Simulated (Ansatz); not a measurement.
**NH₃···NH₂ (doublet): density, localisation and related maps**

```xyz
7

H     0.0310    1.0023   -0.5793
N     0.1142    0.3096   -1.3318
N    -0.5160   -0.4263    1.1722
H    -0.6351   -0.3660   -1.1181
H     0.9967   -0.1921   -1.1529
H    -0.4229    0.5013    1.6504
H     0.4321   -0.8288    1.3597
```

The calculation used UKS BLYP-D4/def2-SVP (Ansatz).

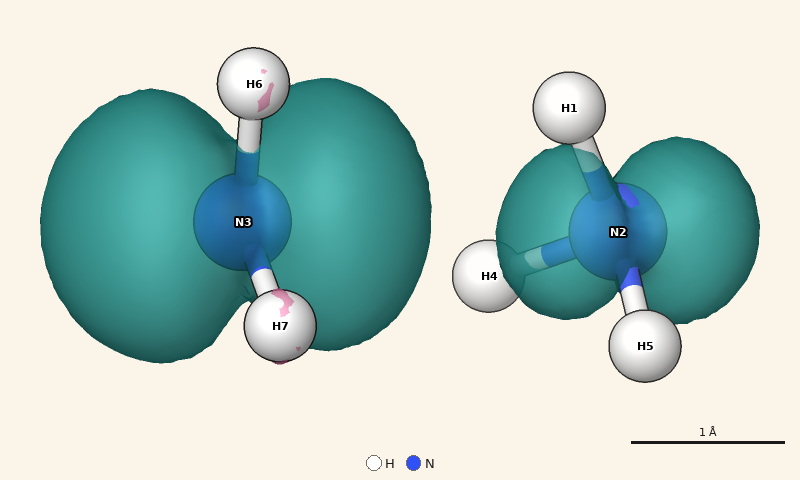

Figure 1. Isosurfaces of the spin density (α minus β) at +0.03 (teal) and −0.03 e/Å³ (pink), seen at a tilt.

**Which atoms carry the spin?**

The unpaired spin (1 electron) lies mostly on N3 (about 0.8) and N2 (about 0.1), in electrons by Hirshfeld's partition.

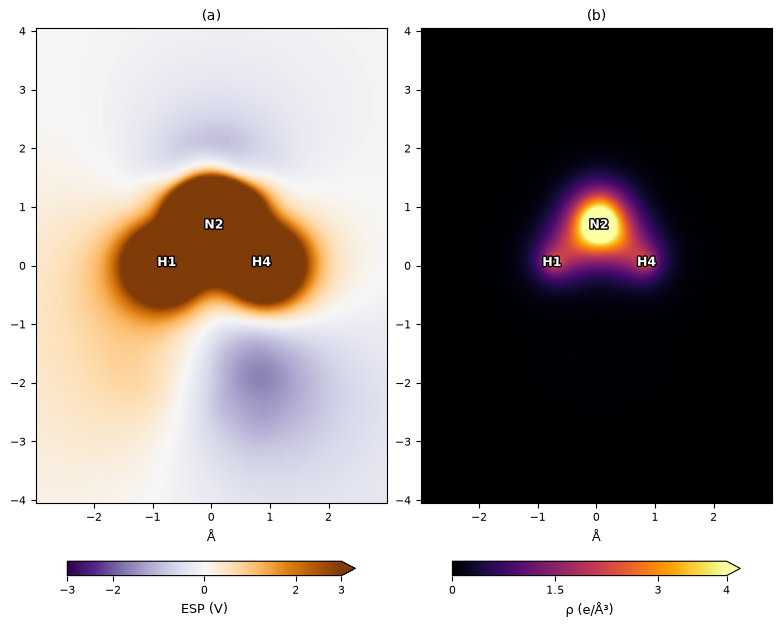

Figure 2. (a) molecular electrostatic potential; (b) total electron density on the plane of atoms H1, N2 and H4.

**What does the map show?**

- The section cuts through H and N sites.
- N–H (1.03 Å): ρ at the midpoint is about 2.7 e/Å³.
- Outside the dense part of the complex the potential is most negative (−1.6 V) near N3, which lies off the plane.

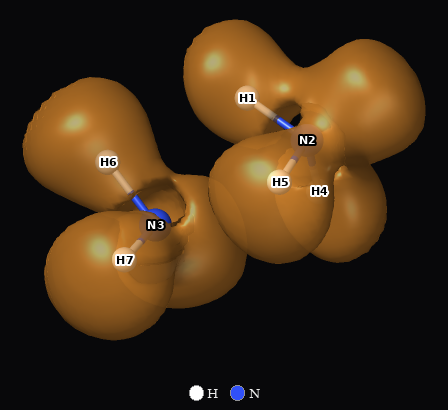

Figure 3. Isosurface of the ELF at 0.75 (orange), seen at a tilt. Core shells and regions of very low density are left out.

**What do the ELF domains correspond to?**

The ELF exceeds this value in two joined regions spread over several atoms (H, N), in which their bonds and any lone pairs are merged. Along the contacts the grid gives the following. N3···H4 (2.29 Å): the ELF dips to about 0.10 between them: by its geometry a hydrogen bond between the two molecules, with no shared pair. N–H (1.03 Å): the ELF climbs to about 1 towards the hydrogen, as it does in any bond to H (a covalent bond by its length).

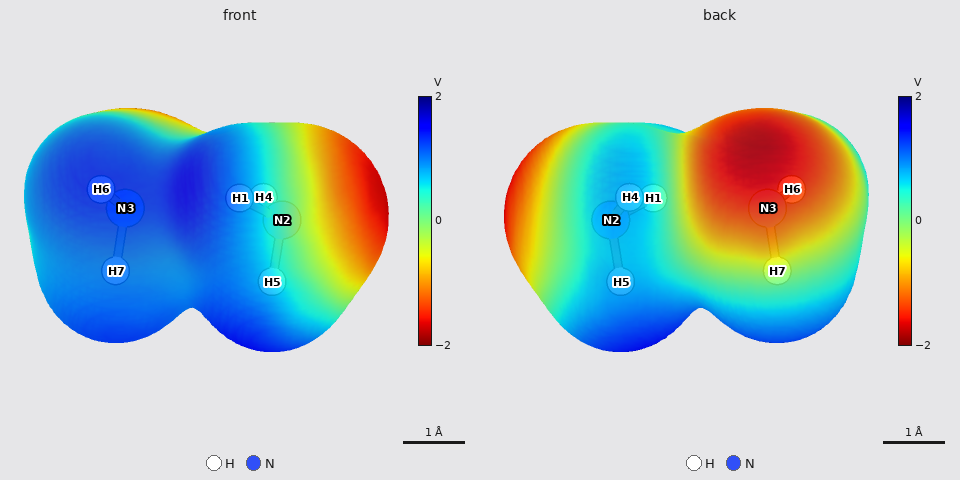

Figure 4. The molecular electrostatic potential painted on the density surface at 0.002 e/bohr³, seen from the front and from behind; the colour scale runs from red (negative) to blue (positive).

**Where is the surface potential most negative and most positive?**

The most negative region (about −1.7 V) lies over N2 and N3, the most positive (about +1.4 V) over H1 and H5.
